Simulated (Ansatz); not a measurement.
Cost and result by functional for the surface energy of the (10-12) surface of hcp Ru in its 1x1 cell, outermost plane spacing 0.53 Å in the ideal cut (one of several cuts of this face), in Ansatz (plane waves, PAW). Single points on the PBE structure, on one kind of machine; costs are rough ratios of the slab run's core time (references not counted) to the cheapest single point. r2SCAN's cost holds its higher cutoff (500 against 420 eV). Differences are taken against r2SCAN for comparison alone: no measured value is at hand, so the table doesn't rank accuracy.

Slab: 14 atoms, 10.1 Å thick at the start (thin: gaps and levels are the slab's own); k 14x6x1, smearing 0.1 eV, dipole-corrected; all atoms relaxed; symmetry of the start imposed; no spin, no spin-orbit, no U. These notes are the PBE run's.

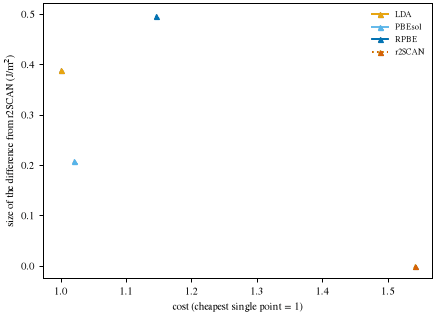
Figure: Difference from r2SCAN against cost

```
functional                     relative cost  surface energy (J/m²)  less r2SCAN (J/m²)
-----------------------------  -------------  ---------------------  ------------------
LDA                                        1                   3.79                0.39
PBEsol                                     1                   3.61                0.21
RPBE                                       1                   2.90               -0.50
r2SCAN                                     2                   3.40                0.00
PBE (the relaxed run's value)              –                   3.16               -0.24
```

The values span 0.89 J/m², while the single points' costs differ by a factor of roughly 2. Differences are of unrounded values.

Ansatz is a quantum-chemistry and plane-wave program.
